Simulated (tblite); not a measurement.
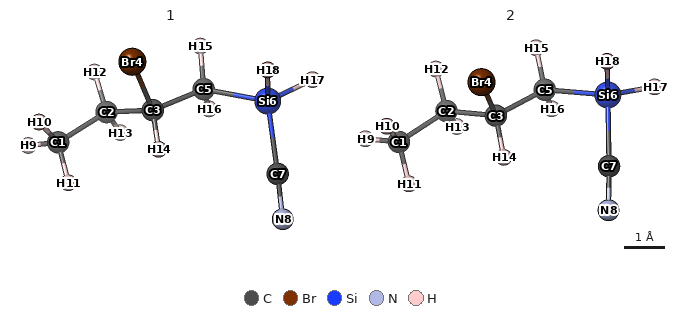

Two geometries of C$_{5}$H$_{10}$BrNSi, drawn at one scale. One is the start of a relaxation, the other its converged end. A ball-and-stick model, seen at a tilt.

All numbers below come from tblite 0.8.0, GFN2-xTB geometry optimisation, gas phase. 

Q: Which of the two is the end point?

A: Structure 2 is the relaxed one. Br4 moves most after the best rigid fit: 0.58 Å. By element the largest moves are Br 0.58 Å, N 0.53 Å, H 0.44 Å, C 0.36 Å, Si 0.15 Å. Among the contacts that change: Br4–Si6 3.727 → 3.443 Å, C2–C3 1.554 → 1.522 Å, C5–Si6 1.881 → 1.912 Å, Si6–H17 1.491 → 1.464 Å. Among the angles between lasting bonds that change: H17–Si6–H18 106.2° → 113.9°, C5–Si6–C7 111.0° → 104.0°, Si6–C5–H16 105.2° → 109.4°. The energy falls by 4.09 kcal/mol in 115 geometry steps. Cost: 1.7 s on 1 thread of Arm Neoverse N1, on a shared host.
